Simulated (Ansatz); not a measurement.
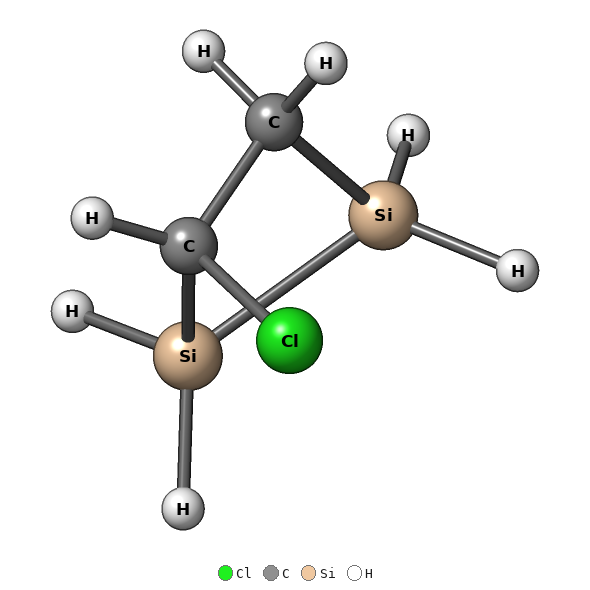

Sticks follow a distance rule. Harmonic vibrations computed with RKS PBE0-D4/def2-TZVP (Ansatz 0.2.0) at a stationary point of the same level.

### Is this a minimum or a saddle point?

A minimum: no imaginary frequency, and the lowest mode lies at 106 cm⁻¹.

### How many vibrational modes are there, and where do they lie?

30 modes: 106, 183, 288, 346, 426, 451, 483, 562, 624, 660, 667, 706, 734, 785, 835, 930, 941, 961, 1089, 1124, 1180, 1250, 1423, 2195, 2218, 2237, 2243, 3047, 3118, 3121 cm⁻¹.
